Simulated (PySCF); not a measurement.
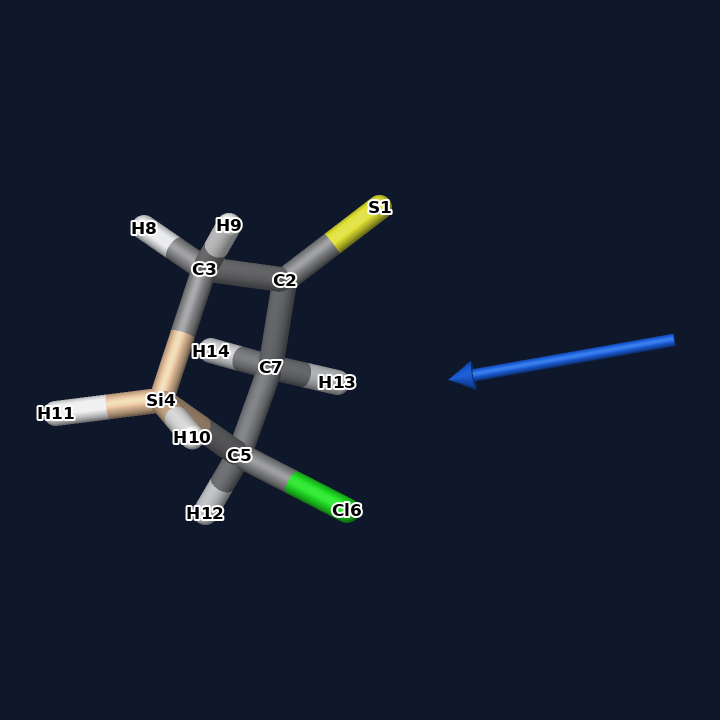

The arrow beside the molecule shows the direction of the dipole moment, from the negative to the positive end (its length means nothing). Computed geometry: GFN2-xTB optimisation. No frequency run is at hand to confirm it as a minimum. Properties computed with CAM-B3LYP/def2-SVPD, gas phase (PySCF 2.14.0).

**Estimate the dipole moment.**

3.84 D; it points from the side of S1 to the side of H11 (the outermost atoms at the two ends).

The geometry is semi-empirical. Around Si such bond lengths and angles can be off by a tenth of an ångström or more and by several degrees, and values that hang on the shape move with them.
